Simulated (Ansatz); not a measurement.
CH$_{7}$NSi (SMILES C[SiH2]N)

Input

```
crystal:
  periodic: [false, false, false]
  atoms:
    - symbol: C
      position_ang: [-1.164000, 0.523700, -0.550500]
    - symbol: Si
      position_ang: [0.201300, -0.665200, -0.076700]
    - symbol: "N"
      position_ang: [1.478100, -0.020900, 0.879700]
    - symbol: H
      position_ang: [-1.921800, 0.016300, -1.155000]
    - symbol: H
      position_ang: [-0.773200, 1.361000, -1.134500]
    - symbol: H
      position_ang: [-1.657900, 0.930900, 0.335700]
    - symbol: H
      position_ang: [0.818500, -1.192400, -1.324900]
    - symbol: H
      position_ang: [-0.399200, -1.784200, 0.700500]
    - symbol: H
      position_ang: [2.165200, 0.593000, 0.474400]
    - symbol: H
      position_ang: [1.336200, 0.186700, 1.854400]
basis:
  gaussian:
    orbitals: def2-SVP
hamiltonian:
  xc: hf
accuracy: high
output: {forces: true, orbitals: {seedname: orbitals}}
```

Run with:

```sh
ansatz run job.yaml --threads 1 --pin off --max-ram 2610MiB --events-out events.jsonl --progress --plain --runs-dir runs
```

Geometry: PBE0-D4/def2-TZVP.

Level of theory: isolated molecule in a Gaussian basis; Hartree-Fock in Ansatz.

**What will maps of the electron density and electron localisation function show?**

Si–N (1.72 Å): ρ at the midpoint is about 1.1 e/Å³; the ELF peaks at about 0.95 between the atoms: a shared but strongly polarised pair.
C–Si (1.87 Å): the density is about 1 e/Å³ at the midpoint; the ELF peaks at about 1 between the atoms; localised, covalent bonding.
C–H (1.09 Å): the density is about 1.9 e/Å³ at the midpoint; the ELF climbs to about 1 towards the hydrogen, as it does in any bond to H; an ordinary covalent bond to hydrogen.

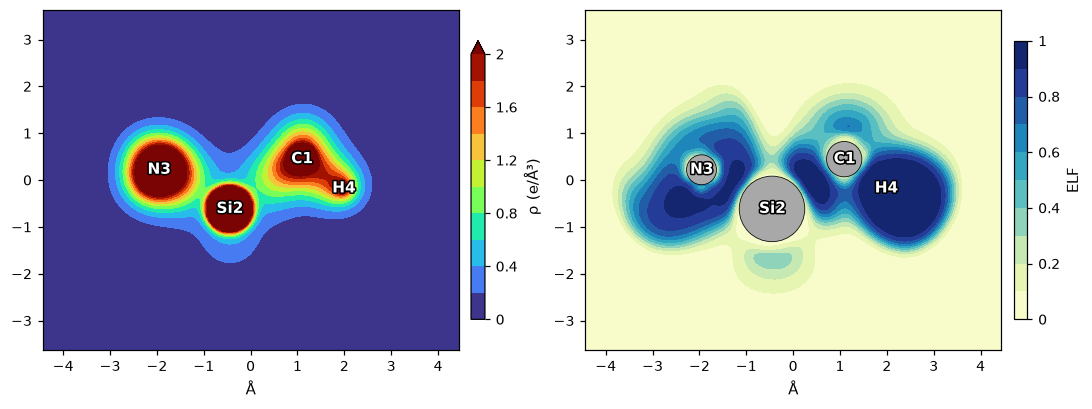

Computed electron density and electron localisation function on the plane of atoms Si2, C1 and H4, in this order. Grey discs cover the atomic cores in the ELF map. 
